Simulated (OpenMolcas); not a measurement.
Excited-state calculation of B2Cl4 (part 1 of 3)

- system: B2Cl4 (13701-67-2), SMILES ClB(Cl)B(Cl)Cl
- method: CASSCF/ANO-XS-VDZ, DKH2 (OpenMolcas 26.06)

The geometry comes from this level: PBE0-D4/def2-TZVP.

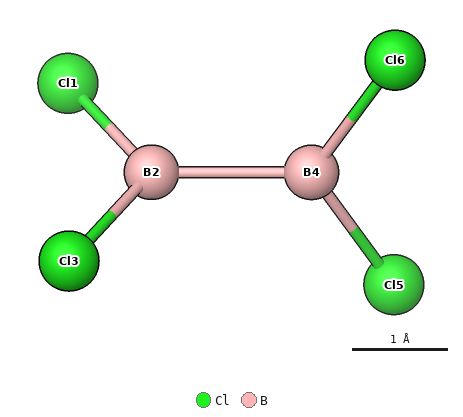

The input geometry (ball-and-stick view, seen on its broad side; atoms are numbered from 1 in the order of the input). Bond lengths as drawn: B–B 1.68 Å and B–Cl 1.74 Å.

### Input
```
* B2Cl4 CASSCF

&GATEWAY
 COORD
 6
 angstrom
 Cl      -1.123640      -1.972940      -0.236680
 B       -0.193100      -0.677670       0.461210
 Cl       0.337080      -0.788660       2.115680
 B        0.193010       0.677780      -0.461090
 Cl       1.665160       0.711950      -1.389680
 Cl      -0.878510       2.049540      -0.489430
 BASIS
 ANO-XS-VDZ
 GROUP
 NoSym

&SEWARD
 RELATIVISTIC
 R02E00

&RASSCF
 FILEORB
 $CurrDir/step2.RasOrb
 SPIN
 1
 NACTEL
 8 0 0
 INACTIVE
 35
 RAS2
 7
 CIROOT
 6 6 1
 ORBLISTING
 Nothing

&RASSI
 NROFJOBIPHS
 1 all
```

Command:
```bash
export MOLCAS_MEM=1860
pymolcas step5.input > step5.log
```

### Output
```
--- Start Module: gateway ---

                                              &GATEWAY

                       available to each process: 1.9 GB of memory, 1 thread

++    Symmetry information:
      ---------------------

                    Character Table for C1

                             E
                    a        1  x, y, xy, Rz, z, xz, Ry, yz, Rx, I
--

++    Basis set information:
      ----------------------

      Basis set label: CL.ANO-XS...4S3P.

      Electronic valence basis set:
      ------------------
      Associated Effective Charge  17.000000 au
      Associated Actual Charge     17.000000 au
      Nuclear Model: Finite nucleus - Gaussian distribution
        Gaussian exponent, Xi/bohr**(-2):  3.84638E+08

      Shell  nPrim  nBasis  Cartesian Spherical Contaminant
         s      11       4        X
         p       7       3        X

      Basis set label: B.ANO-XS...3S2P.

      Electronic valence basis set:
      ------------------
      Associated Effective Charge   5.000000 au
      Associated Actual Charge      5.000000 au
      Nuclear Model: Finite nucleus - Gaussian distribution
        Gaussian exponent, Xi/bohr**(-2):  7.11787E+08

      Shell  nPrim  nBasis  Cartesian Spherical Contaminant
         s       8       3        X
         p       4       2        X

      Basis set label: CL.ANO-XS...4S3P.

      Electronic valence basis set:
      ------------------
      Associated Effective Charge  17.000000 au
      Associated Actual Charge     17.000000 au
      Nuclear Model: Finite nucleus - Gaussian distribution
        Gaussian exponent, Xi/bohr**(-2):  3.84638E+08

      Shell  nPrim  nBasis  Cartesian Spherical Contaminant
         s      11       4        X
         p       7       3        X

      Basis set label: B.ANO-XS...3S2P.

      Electronic valence basis set:
      ------------------
      Associated Effective Charge   5.000000 au
      Associated Actual Charge      5.000000 au
      Nuclear Model: Finite nucleus - Gaussian distribution
        Gaussian exponent, Xi/bohr**(-2):  7.11787E+08

      Shell  nPrim  nBasis  Cartesian Spherical Contaminant
         s       8       3        X
         p       4       2        X

      Basis set label: CL.ANO-XS...4S3P.

      Electronic valence basis set:
      ------------------
      Associated Effective Charge  17.000000 au
      Associated Actual Charge     17.000000 au
      Nuclear Model: Finite nucleus - Gaussian distribution
        Gaussian exponent, Xi/bohr**(-2):  3.84638E+08

      Shell  nPrim  nBasis  Cartesian Spherical Contaminant
         s      11       4        X
         p       7       3        X
--

++    Molecular structure info:
      -------------------------

                    ************************************************
                    **** Cartesian Coordinates / bohr, angstrom ****
                    ************************************************

     Center  Label                x              y              z                     x              y              z
        1      CL1             -2.123372      -3.728316      -0.447260             -1.123640      -1.972940      -0.236680
        2      B2              -0.364906      -1.280611       0.871561             -0.193100      -0.677670       0.461210
        3      CL3              0.636989      -1.490351       3.998056              0.337080      -0.788660       2.115680
        4      B4               0.364736       1.280819      -0.871334              0.193010       0.677780      -0.461090
        5      CL5              3.146696       1.345391      -2.626115              1.665160       0.711950      -1.389680
        6      CL6             -1.660143       3.873069      -0.924889             -0.878510       2.049540      -0.489430

                    ***************************************
                    *    InterNuclear Distances / bohr    *
                    ***************************************

               1 CL1           2 B2            3 CL3           4 B4            5 CL5           6 CL6
    1 CL1      0.000000
    2 B2       3.289795        0.000000
    3 CL3      5.691126        3.289796        0.000000
    4 B4       5.609095        3.182920        5.609319        0.000000
    5 CL5      7.633055        5.609008        7.630183        3.289792        0.000000
    6 CL6      7.630450        5.609393        7.634034        3.289798        5.691137        0.000000

                    *******************************************
                    *    InterNuclear Distances / angstrom    *
                    *******************************************

               1 CL1           2 B2            3 CL3           4 B4            5 CL5           6 CL6
    1 CL1      0.000000
    2 B2       1.740885        0.000000
    3 CL3      3.011614        1.740885        0.000000
    4 B4       2.968205        1.684329        2.968324        0.000000
    5 CL5      4.039239        2.968159        4.037719        1.740883        0.000000
    6 CL6      4.037860        2.968363        4.039757        1.740886        3.011620        0.000000
--

            Nuclear Potential Energy            424.84940881 au

--- Stop Module: gateway /rc=_RC_ALL_IS_WELL_ ---

--- Start Module: seward ---

                                              &SEWARD

                       available to each process: 1.9 GB of memory, 1 thread

               SEWARD will generate:
                  Multipole Moment integrals up to order  2
                  Kinetic Energy integrals
                  Nuclear Attraction integrals (finite nuclei - Gaussian type)
                  One-Electron Hamiltonian integrals
                  Velocity integrals
                  Relativistic Douglas-Kroll-Hess integrals:
                    - Parametrization         : EXP
                    - DKH order of Hamiltonian: 2
                    - DKH order of Properties : 0
                         - multipole moment operators
                         - electric potential operators
                         - contact operators
                  Orbital angular momentum around (  0.0000  -0.0000  -0.0000 )
                  Velocity quadrupole around (  0.0000  -0.0000  -0.0000 )
                  Two-Electron Repulsion integrals

                   Integrals are discarded if absolute value <: 1.00E-14
                   Integral cutoff threshold is set to       <: 1.00E-16

            Nuclear Potential Energy            424.84940881 au

      Basis set specifications :
      Symmetry species         a
      Basis functions           70

--- Stop Module: seward /rc=_RC_ALL_IS_WELL_ ---
--- Module seward spent 2 seconds ---

--- Start Module: rasscf ---

                                              &RASSCF

                       available to each process: 1.9 GB of memory, 1 thread

      Header of the ONEINT file:
      --------------------------

      OrdInt status: non-squared

      Cartesian coordinates in angstrom:
      -----------------------------------------------------
      No.  Label        X            Y            Z
      -----------------------------------------------------
       1   CL1       -1.12364000  -1.97294000  -0.23668000
       2   B2        -0.19310000  -0.67767000   0.46121000
       3   CL3        0.33708000  -0.78866000   2.11568000
       4   B4         0.19301000   0.67778000  -0.46109000
       5   CL5        1.66516000   0.71195000  -1.38968000
       6   CL6       -0.87851000   2.04954000  -0.48943000
      -----------------------------------------------------
      Nuclear repulsion energy =  424.84940881

++    Wave function specifications:
      -----------------------------

      Number of closed shell electrons          70
      Number of electrons in active shells       8
      Max number of holes in RAS1 space          0
      Max nr of electrons in RAS3 space          0
      Number of inactive orbitals               35
      Number of active orbitals                  7
      Number of secondary orbitals              28
      Spin quantum number                      0.0
      State symmetry                             1
--

++    Orbital specifications:
      -----------------------

      Symmetry species                           1
                                                 a
      Frozen orbitals                            0
      Inactive orbitals                         35
      Active orbitals                            7
      RAS1 orbitals                              0
      RAS2 orbitals                              7
      RAS3 orbitals                              0
      Secondary orbitals                        28
      Deleted orbitals                           0
      Number of basis functions                 70
--

++    CI expansion specifications:
      ----------------------------

      Number of CSFs                           490
      Number of spin combinations              630
      Number of determinants                  1225
      Number of root(s) required                 6
      Root chosen for geometry opt.              6
      CI roots used                              1     2     3     4     5     6
      weights                                0.167 0.167 0.167 0.167 0.167 0.167
      highest root included in the CI            6
      max. size of the explicit Hamiltonian    200
--

++    Optimization specifications:
      ----------------------------

      RASSCF algorithm: Conventional
      Maximum number of macro iterations       200
      Maximum number of SX iterations          100
      Threshold for RASSCF energy            1.000E-08
      Threshold for max MO rotation          1.000E-01
      Threshold for max BLB element          1.000E-04
      Level shift parameter                  5.000E-01
      Make Quasi-Newton update
--

      The MO-coefficients are taken from the file:
      step2.RasOrb
      Title: RASSCF average (pseudo-natural) orbitals

      Total molecular charge    0.00

      ************************************************************************************************************************
      *                                            Wave function control section                                             *
      ************************************************************************************************************************

                                         RASSCF iterations: Energy and convergence statistics
                                         ----------------------------------------------------

          iter iter root      energy       change     param      element    value   shift minimum  type update hh:mm:ss
 Nr of preliminary CI iterations:   4
      Total energies have been shifted. Add                -1000.00 au
        1   1    4    0  -892.75912000    0.00E+00  -4.34E-05   39  61 1  8.16E-06   0.37   0.00    SX    NO    0:00:00
        2   1    4    0  -892.75912000   -1.19E-09  -3.37E-05   30  37 1 -3.45E-06   0.37   0.00    SX    NO    0:00:00
        3   1    3    0  -892.75912000   -4.28E-10   2.64E-05   30  37 1 -2.70E-06   0.37   0.00    SX    NO    0:00:00
        4   4    4    0  -892.75912012   -1.22E-07*  2.83E-05   39  61 1 -6.93E-06   0.37   0.00    SX    NO    0:00:00
        5   1    4    0  -892.75912012   -3.41E-10  -6.87E-05   29  56 1  6.31E-06   0.37   1.63    QN   YES    0:00:00
      Convergence after  5 iterations
        6   1    4    0  -892.75912012    1.94E-10  -6.87E-05   39  61 1  1.08E-05   0.37   1.63    QN   YES    0:00:00

      ************************************************************************************************************************
                                                      Wave function printout:
                       occupation of active orbitals, and spin coupling of open shells (u,d: Spin up or down)
      ************************************************************************************************************************

      Note: transformation to natural orbitals
      has been made, which may change the order of the CSFs.

      printout of CI-coefficients larger than  0.05 for root  1
      energy=   -1892.971681
      conf/sym  1111111     Coeff  Weight
             1  2222000   0.99484 0.98971
            68  u22d002  -0.05390 0.00290

      printout of CI-coefficients larger than  0.05 for root  2
      energy=   -1892.742285
      conf/sym  1111111     Coeff  Weight
             4  222u0d0  -0.98391 0.96808
             9  22200ud   0.11471 0.01316
            15  22uudd0   0.05506 0.00303
            63  u22d0ud   0.07782 0.00606

      printout of CI-coefficients larger than  0.05 for root  3
      energy=   -1892.735703
      conf/sym  1111111     Coeff  Weight
             2  222ud00   0.99092 0.98193
             8  2220u0d   0.08053 0.00649
            60  u22du0d   0.05410 0.00293

      printout of CI-coefficients larger than  0.05 for root  4
      energy=   -1892.723257
      conf/sym  1111111     Coeff  Weight
             5  2220ud0   0.05598 0.00313
            13  22u20d0  -0.98894 0.97801
           119  u2d20ud   0.07017 0.00492

      printout of CI-coefficients larger than  0.05 for root  5
      energy=   -1892.714370
      conf/sym  1111111     Coeff  Weight
            31  2u22d00   0.99190 0.98386

      printout of CI-coefficients larger than  0.05 for root  6
      energy=   -1892.667424
      conf/sym  1111111     Coeff  Weight
            11  22u2d00  -0.97613 0.95284
            20  22udu0d  -0.08212 0.00674
            21  22uud0d   0.07219 0.00521
            33  2u220d0   0.11981 0.01435
           117  u2d2u0d  -0.06613 0.00437

      Natural orbitals and occupation numbers for root  1
      sym 1:   1.999761   1.999930   1.999916   1.982089   0.002898   0.002781   0.012624

      Natural orbitals and occupation numbers for root  2
      sym 1:   1.988469   1.999945   1.997837   0.998569   0.004821   0.999984   0.010375

      Natural orbitals and occupation numbers for root  3
      sym 1:   1.990687   1.998746   1.999951   0.998327   0.999984   0.004457   0.007849

      Natural orbitals and occupation numbers for root  4
      sym 1:   1.995817   1.998569   1.005085   1.976385   0.009219   0.998638   0.016288

      Natural orbitals and occupation numbers for root  5
      sym 1:   1.997624   1.003571   1.998397   1.978828   0.998503   0.007573   0.015506

      Natural orbitals and occupation numbers for root  6
      sym 1:   1.996860   1.984422   1.050126   1.974098   0.955156   0.023626   0.015712

      ************************************************************************************************************************
      *                                                    Final results                                                     *
      ************************************************************************************************************************

++    Final optimization conditions:
      ------------------------------

      Average CI energy                           -1892.75912012
      RASSCF energy for state  6                  -1892.66742418
      Super-CI energy                                -0.00000000
      RASSCF energy change                            0.00000000
      Max change in MO coefficients              -7.841E-05
      Max non-diagonal density matrix element    -6.867E-05
      Maximum BLB matrix element                  1.077E-05
      (orbital pair  39,  61 in symmetry   1)
      Norm of electronic gradient            1.991E-01
--

      Final state energy(ies):
      ------------------------
```
